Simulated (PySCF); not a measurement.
**CH3NOSSi (SMILES [H]/N=C1/S[SiH]1O) at B2PLYP/cc-pVDZ**

Aim: the vertical ionisation energy of CH3NOSSi at B2PLYP/cc-pVDZ, from 2 runs. Input form: a Python script.

The results are computed with PySCF 2.14.0.

### Step 1. Starting point

CH3NOSSi: 8 atoms, total charge 0, spin state singlet. As SMILES, `[H]/N=C1/S[SiH]1O`. The shape is that of a PBE0-D4/def2-TZVP optimisation. This is one conformer, not always the lowest.

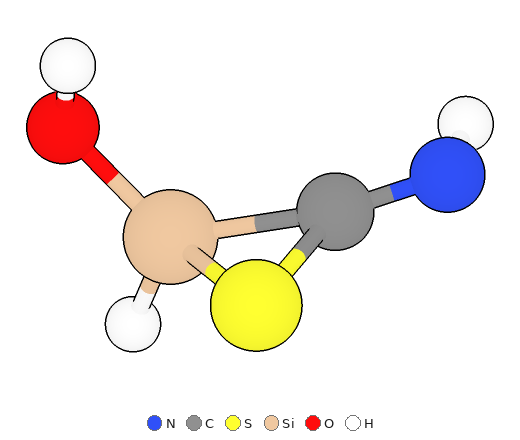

The structure, seen from a chosen angle (nitrogen blue, carbon grey, sulfur yellow, silicon light orange, oxygen red, hydrogen white).

### Step 2. A single-point energy at B2PLYP/cc-pVDZ

The input, run.py:

```python
# N=C1S[SiH]1O
from pyscf import gto, dft, mp

molecule = gto.M(
    atom='''
N        0.190900       1.673800       1.393300
C        0.219800       0.565600       0.811600
S       -0.007900      -1.092800       1.554500
Si       0.323000      -0.715300      -0.484600
O       -0.831600      -0.972800      -1.603400
H        0.347300       2.431900       0.729100
H        1.597600      -1.091500      -1.118200
H       -1.746800      -0.856000      -1.337900
''',
    verbose=3,
    max_memory=1860,
    basis='cc-pvdz',
    spin=0,
)

calc0 = dft.RKS(molecule, xc='0.53*HF + 0.47*B88, 0.73*LYP')
calc0.grids.level = 8
calc0.conv_tol = 1e-10
calc0.kernel()
if not calc0.converged:
    calc0 = calc0.newton().run(calc0.mo_coeff, calc0.mo_occ)

pt = mp.MP2(calc0, frozen=13).run()
e_tot = calc0.e_tot + 0.27 * pt.e_corr
print('PT2 part  %.8f' % (0.27 * pt.e_corr))
print('Final energy', e_tot)
```

Command:

```sh
$ OMP_NUM_THREADS=1 python run.py
```

Standard output:

```text
converged SCF energy = -856.931896099472
E(RMP2) = -857.804036755624  E_corr = -0.872140656152705
E(SCS-RMP2) = -857.777427975776  E_corr = -0.845531876304627
PT2 part  -0.23547798
Final energy -857.167374076633
```

Wall time 65 s (1 thread of Arm Neoverse V1, shared host); peak memory 0.5 GiB.

### Step 3. The doublet cation, same level

The input, run.py:

```python
from pyscf import gto, dft, mp

mol = gto.M(
    atom='''
N      0.360749     3.163024     2.632955
C      0.415362     1.068829     1.533702
S     -0.014929    -2.065093     2.937579
Si     0.610382    -1.351721    -0.915761
O     -1.571496    -1.838326    -3.029987
H      0.656302     4.595625     1.377799
H      3.019026    -2.062636    -2.113092
H     -3.300974    -1.617606    -2.528265
''',
    spin=1,
    verbose=4,
    unit='bohr',
    charge=1,
    basis='cc-pvdz',
    max_memory=1860,
)

calc0 = dft.UKS(mol)
calc0.xc = '0.53*HF + 0.47*B88, 0.73*LYP'
calc0.conv_tol = 1e-10
calc0.grids.level = 8
calc0.kernel()
if not calc0.converged:
    calc0 = calc0.newton().run(calc0.mo_coeff, calc0.mo_occ)

pt = mp.MP2(calc0, frozen=13).run()
e_final = calc0.e_tot + 0.27 * pt.e_corr
print('PT2 part  %.8f' % (0.27 * pt.e_corr))
print('Final energy', e_final)
```

Command:

```sh
$ OMP_NUM_THREADS=1 python run.py
```

Standard output:

```text
PySCF version 2.14.0

[... 59 lines left out ...]
WARN: HOMO -0.253070727346146 >= LUMO -0.253070727346145
[... 110 lines left out ...]
converged SCF energy = -856.607621471353  <S^2> = 0.77530436  2S+1 = 2.0251463
[... 1 line left out ...]
******** <class 'pyscf.mp.ump2.UMP2'> ********
nocc = (np.int64(14), np.int64(13)), nmo = (80, 80)
frozen orbitals 13
E(UMP2) = -857.481906702049  E_corr = -0.874285230696501
E(SCS-UMP2) = -857.451289577798  E_corr = -0.843668106445028
E_corr(same-spin) = -0.237085581220124
E_corr(oppo-spin) = -0.637199649476378
PT2 part  -0.23605701
Final energy -856.8436784836409
```

Run time: 4 min. Hardware: 1 thread of Arm Neoverse V1, shared host; peak memory 0.52 GiB.

### Step 4. Outcome

At B2PLYP/cc-pVDZ, 13 core orbitals frozen:

| quantity | value |
| --- | --- |
| singlet CH3NOSSi: total energy | -857.16737 Eh |
| singlet CH3NOSSi: dipole moment (SCF part) | 2.66 D |
| singlet CH3NOSSi: HOMO energy (SCF part's orbitals) | -7.92 eV |
| singlet CH3NOSSi: LUMO energy (SCF part's orbitals) | 0.61 eV |
| singlet CH3NOSSi: HOMO–LUMO gap (SCF part's orbitals) | 8.53 eV |
| doublet cation: total energy | -856.84368 Eh |
| doublet cation: HOMO energy (SCF part's orbitals) (highest over α and β) | -14.52 eV |
| doublet cation: LUMO energy (SCF part's orbitals) (lowest over α and β) | -9.67 eV |
| doublet cation: ⟨S²⟩ | 0.775 |
| vertical ionisation energy (to the doublet cation) | 8.808 eV |

**Reading.** The vertical ionisation energy comes to 8.81 eV (203 kcal/mol). The negative HOMO energy of the first species, 7.92 eV, lies 0.89 eV below that difference. Mulliken charges (doublet cation) run from -0.29 on O5 to +0.71 on Si4.
